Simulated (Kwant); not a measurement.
Device: quantum point contact (saddle potential) in a GaN two-dimensional gas. Effective mass 0.22 mₑ, grid spacing 6.7 nm, hard walls, nominal width 200 nm (29 grid rows, so walls 201 nm apart), one parabolic valley, scattering region 600 nm long along x; energies count from the band bottom; Fermi energy 0.00193 eV. Potential (V0 + ½k y²) cos²(πx/L) for |x| < L/2, with V0 swept from 0.0020265 to 0 eV, k = 6.8e-07 eV/nm², L = 240 nm.

The device is made up for the run: typed textbook-type constants, with dimensions and the other settings drawn at random.

Computed with Kwant: effective-mass tight-binding model on a square grid, one spin, coherent transport at 0 K. Conductance is in e²/h.

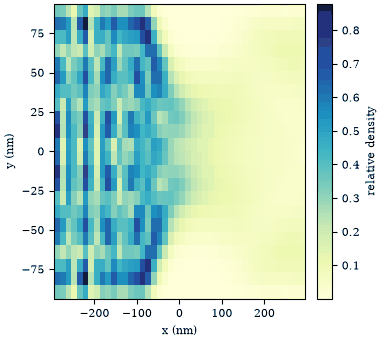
Figure. Density of the scattering states that come in from the left lead, at gate = 0.00099857 eV, in bins, relative to the largest site value

The conductance there is 1.98 e²/h with 6 open channel(s) in the leads.
